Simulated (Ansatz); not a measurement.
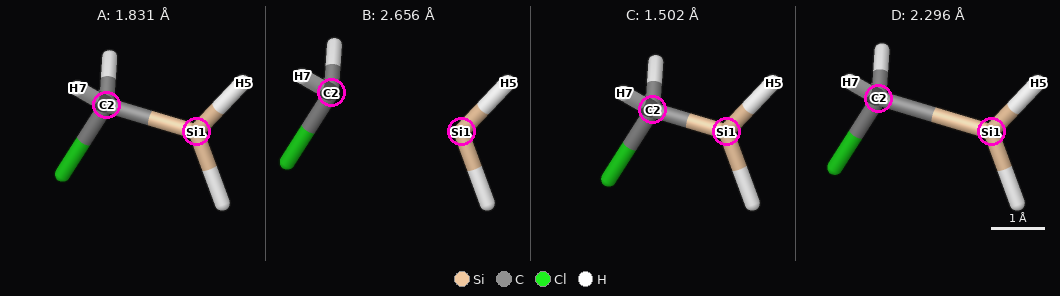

A scan of CH₄ClSi (charge +1): the Si–C bond length is varied, with the rest of the molecule carried along rigidly. A stick model, seen at a tilt. The ringed atoms are those of the scanned coordinate.

Level of theory: PBE-D4 (def2-TZVPP, Ansatz), on geometries moved rigidly from the minimum at PBE0-D4/def2-TZVP. Energies are counted from the PBE0-D4/def2-TZVP minimum geometry at the same level.

Question: Rank the frames from lowest to highest energy.

Answer: Lowest first: A (the distance 1.831 Å, 0.0 kJ/mol), D (the distance 2.296 Å, 87.4 kJ/mol), B (the distance 2.656 Å, 173.5 kJ/mol), C (the distance 1.502 Å, 189.8 kJ/mol). Over the whole scan: of the computed points the lowest is at the distance 1.831 Å, 0.0 kJ/mol. At the ends of the scan the energy is 189.8 kJ/mol (1.502 Å) and 173.5 kJ/mol (2.656 Å). The curvature at the lowest point is about 20 eV/Å² (3.2 mdyn/Å). The well is steeper on the short side, as for any bond.
